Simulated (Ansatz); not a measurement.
# CH4O2SeSi: one species, many methods

Aim: compute CH4O2SeSi with functionals from several rungs and with coupled cluster, and see how far each lands from CCSD(T) at the basis-set limit for the atomisation energy.

Program: Ansatz 0.2.0, Gaussian basis. Level of theory: functionals in def2-TZVPP, the program's frozen cores in correlated methods. These are calculated values, not measurements.

The runs, in order: PBE-D4, r2SCAN-D4, PBE0-D4, B3LYP-D4, ωB97X-V, ωB97M-V, B2PLYP; CCSD(T)/def2-TZVPP; MP2/def2-QZVPP; extrapolation to the limit.

### Step 1. The relaxed structure

An earlier PBE0-D4 in a triple-zeta def2 set relaxation fixed the geometry.

SMILES `O=C(O)[SiH2][SeH]`, 9 atoms, charge 0, spin multiplicity 1.

Atoms are counted from 1 here; the program's logs count them from 0.

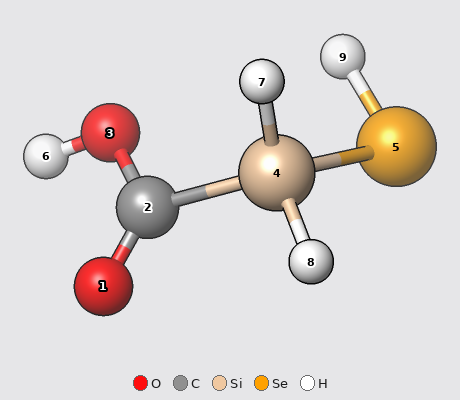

The geometry (oxygen red, carbon grey, silicon light orange, selenium orange, hydrogen white); atoms are numbered from 1 in the order of the file.

### Step 2. PBE-D4 (GGA)

The input, in.yaml:

```yaml
crystal:
  periodic: [false, false, false]
  atoms:
    - {symbol: O, position_ang: [1.363136, -1.560670, 0.803168]}
    - {symbol: C, position_ang: [0.893812, -0.520952, 0.428117]}
    - {symbol: O, position_ang: [1.343592, 0.675194, 0.850558]}
    - {symbol: Si, position_ang: [-0.559981, -0.367002, -0.821863]}
    - {symbol: Se, position_ang: [-2.344518, 0.662155, 0.133443]}
    - {symbol: H, position_ang: [2.064808, 0.507923, 1.479031]}
    - {symbol: H, position_ang: [-0.065568, 0.367939, -2.011656]}
    - {symbol: H, position_ang: [-0.997156, -1.736056, -1.164890]}
    - {symbol: H, position_ang: [-1.609523, 1.925168, 0.286894]}
basis:
  gaussian: {orbitals: def2-TZVPP}
hamiltonian: {xc: pbe, dispersion: d4}
output: {forces: true, orbitals: {seedname: orbitals}}
```

The run is started by

```
> ansatz run in.yaml --threads 4 --pin off --events-out ev --progress --plain --max-ram 10444MiB
```

After this run come: r2SCAN-D4 (meta-GGA); PBE0-D4 (hybrid); B3LYP-D4 (hybrid); ωB97X-V (range-separated); ωB97M-V (range-separated); B2PLYP (double hybrid); CCSD(T) in def2-TZVPP; MP2 in def2-QZVPP.

**Question.** What will the summary of the whole plan be? Wanted: atomisation energy, CCSD(T)/CBS; farthest; mean size of error, hybrid; mean size of error, range-separated; gap, smallest and largest; T1 diagnostic; triples share of the correlation energy.

**Answer**, as computed:

| quantity | value |
| --- | --- |
| atomisation energy, CCSD(T)/CBS | 774.7 kcal/mol |
| functionals within 7.7 kcal/mol (1.0 %) | r2SCAN-D4, PBE0-D4, B3LYP-D4, ωB97X-V, ωB97M-V |
| farthest | PBE-D4 (+21.0 kcal/mol) |
| mean size of error, hybrid | 4.4 kcal/mol |
| mean size of error, range-separated | 1.6 kcal/mol |
| gap, smallest and largest | 3.90 eV (PBE-D4), 10.64 eV (ωB97X-V) |
| T1 diagnostic | 0.0137 |
| triples share of the correlation energy | 4.0 % |

In words: PBE-D4 misses by +21.0 kcal/mol. Double hybrids carry the basis error of their MP2 part in triple zeta, and no dispersion term here, so their miss is partly the set-up's. The reference freezes the cores and leaves out relativity and excitations past (T), and its outer-core shells are covered unevenly, so misses under about 7.7 kcal/mol can't be ranked. All levels share the lack of spin-orbit coupling, which lowers the free heavy atoms and so the true binding. Hartree-Fock recovers 67 % of the binding; the rest is correlation. Orbital gaps span 3.9 to 10.6 eV; exact exchange widens them. Correlated methods include outer-core shells of Se, which these sets cover unevenly.
